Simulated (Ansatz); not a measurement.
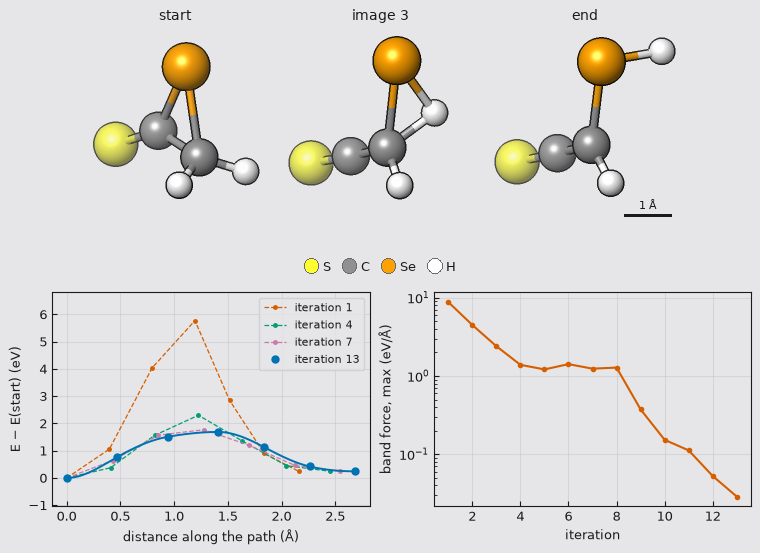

A search for the minimum-energy path of C$_{2}$H$_{2}$SSe by the nudged elastic band. Images are numbered from 0 (start) to 6 (end). The plot follows the band through its iterations. A ball-and-stick model, seen from a free direction.

Computed with RKS r2SCANh-D4/def2-SVP (Ansatz 0.2.0). Settings: 5 movable images; climbing image; force threshold 0.03 eV/Å; iteration limit 60; spring constant 20.0 eV/Å²; starting path through a guess of the saddle point.

Q: Judge this run.

A: The run is converged, with reservations. The band converged in 13 iterations. The largest component of the band force went from 8.8 to 0.029 eV/Å. The climbing image converged on the top of the path. Its curvatures weren't checked. The first iteration put the highest image at 5.77 eV. Forward barrier 1.69 eV, backward barrier 1.44 eV, with image 3 at the top; the reaction energy is +0.24 eV.
